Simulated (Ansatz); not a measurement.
C₂H₅AlF₂ (SMILES [CH3][Al]([F])[CH2]F)

Input

```
crystal:
  periodic: [false, false, false]
  atoms:
    - {symbol: C, position_ang: [-0.338395, 0.791972, 1.200936]}
    - {symbol: C, position_ang: [-3.452233, 0.052240, -0.123347]}
    - {symbol: Al, position_ang: [-1.700794, 0.965104, -0.163946]}
    - {symbol: F, position_ang: [-1.433980, 1.939508, -1.497674]}
    - {symbol: F, position_ang: [-3.525979, -0.722132, 1.045901]}
    - {symbol: H, position_ang: [0.579700, 0.332983, 0.794721]}
    - {symbol: H, position_ang: [-0.683341, 0.165663, 2.039237]}
    - {symbol: H, position_ang: [-0.040992, 1.773594, 1.607738]}
    - {symbol: H, position_ang: [-4.309199, 0.755002, -0.130631]}
    - {symbol: H, position_ang: [-3.615872, -0.614177, -0.993628]}
basis:
  gaussian:
    orbitals: def2-TZVPD
hamiltonian:
  xc: pbe0
total_charge: 0
output:
  forces: true
  orbitals: {seedname: orbitals}
```

Run with:

```sh
ansatz run input.yaml --threads 2 --pin off --max-ram 5220MiB --events-out events.jsonl --progress --plain --runs-dir runs
```

Geometry: r2SCAN-D4/def2-SVP.

These are results of isolated molecule in a Gaussian basis; Kohn-Sham density functional theory, functional PBE0 (Ansatz 0.2.0), not measurements.

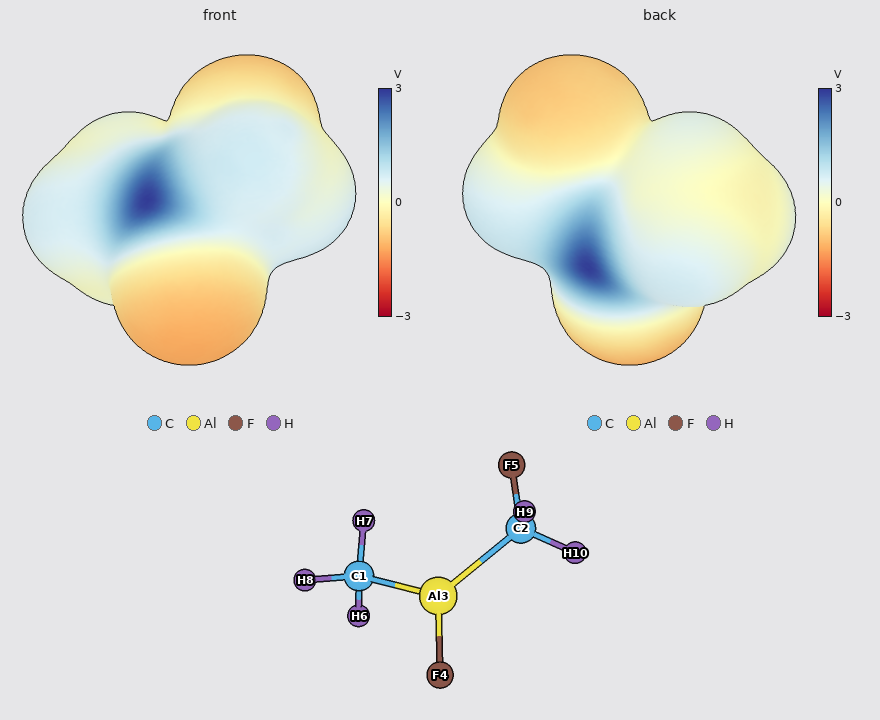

Figure 1. The molecular electrostatic potential painted on the density surface at 0.001 e/bohr³, seen from the front and from behind; the colour scale runs from red (negative) to blue (positive). The bare structure is drawn below in the same view.

Question: Describe the electrostatic potential map.

Answer: The most negative region (about −1.2 V) lies over F4, the most positive (about +2.8 V) over Al3.

Question: How polar is the molecule by this calculation?

Answer: Its dipole moment is 0.36 D.

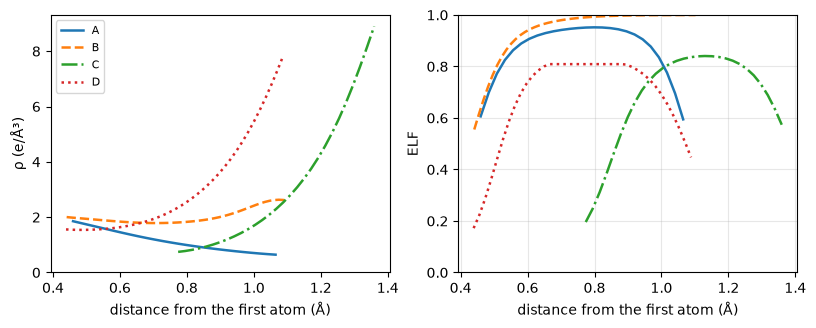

Figure 2. Total electron density and electron localisation function along straight lines between neighbouring atoms. The curves leave out the atomic cores.

Question: Which curve belongs to which contact (Al–F, C–Al, C–F and C–H)? The first atom named is at distance zero.

Answer: Curve A: C–Al (1.94 Å): ρ at the midpoint is about 0.74 e/Å³; the ELF peaks at about 0.95 between the atoms, as expected for a shared but strongly polarised pair. Curve B: C–H (1.10 Å): the density is about 1.9 e/Å³ at the midpoint; the ELF climbs to about 1 towards the hydrogen, as it does in any bond to H (a covalent bond by its length). Curve C: Al–F (1.67 Å): ρ is about 0.87 e/Å³ halfway; the ELF peaks at about 0.85 in the valence shell of F, 0.5 Å from its nucleus, and is about 0.40 at the midpoint. Curve D: C–F (1.40 Å): the density is about 1.9 e/Å³ at the midpoint, with its minimum of 1.5 e/Å³ about 0.5 Å from C; the ELF peaks at about 0.80 between the atoms, as expected for a polar covalent bond.

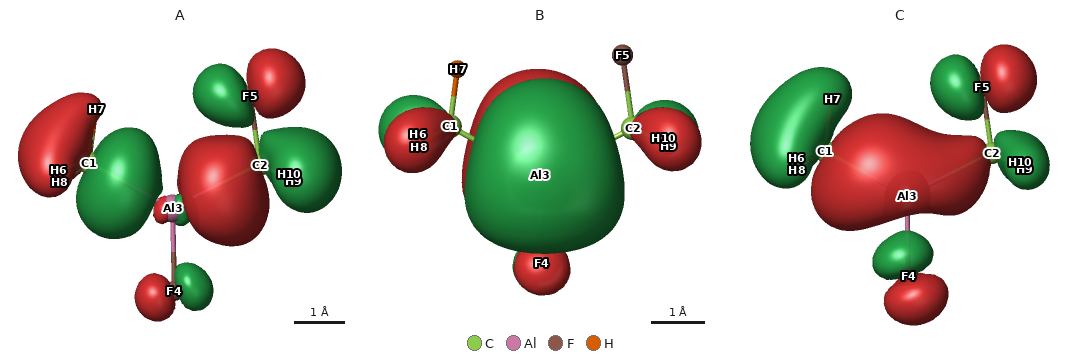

Figure 3. Three frontier orbitals at ±0.08 Å⁻³ᐟ² (green and red are the two phases), in no order.

Question: Order the three orbitals by energy and name them.

Answer: C is the HOMO−1 (−9.52 eV). It lies mainly on C1 (about 35 %), Al3 (about 25 %), F5 (about 15 %), F4 (about 10 %) and C2 (about 5 %). A is the HOMO (−7.93 eV). It lies mainly on C2 (about 30 %), C1 (about 20 %), Al3 (about 15 %) and F5 (about 15 %). B is the LUMO (−0.66 eV). By Hirshfeld shares it lies mainly on Al3 (about 70 %), C2 (about 10 %) and C1 (about 5 %).

Question: What is the HOMO–LUMO gap?

Answer: 7.27 eV between the orbital energies.
